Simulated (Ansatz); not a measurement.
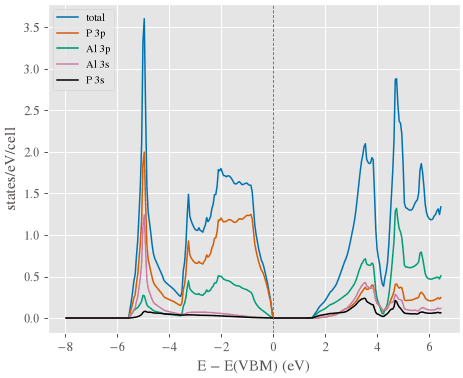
Figure. Total and projected density of states of AlP (zinc blende, F-43m), plane-wave PAW PBEsol (Ansatz code)

**Question.** Which orbitals carry the states next to the gap?

**Answer.** Top 1 eV of the valence band: P 3p 80 %, Al 3p 17 %. Bottom 1 eV of the conduction band: Al 3p 52 %, P 3s 18 %, P 3p 8 %, Al 3s 7 %, outside the projected shells 15 %. Projections are on Löwdin-orthogonalised atomic valence shells; empty p or d shells of many metals are not among them.

**Question.** Where is the tallest occupied peak in this window, and what makes it?

**Answer.** Near -4.9 eV, about 3.6 states/eV per cell; the largest projected share is P 3p.

Symmetry was held in the PBEsol relaxation.

Potentials: the later of the program's two PAW sets.
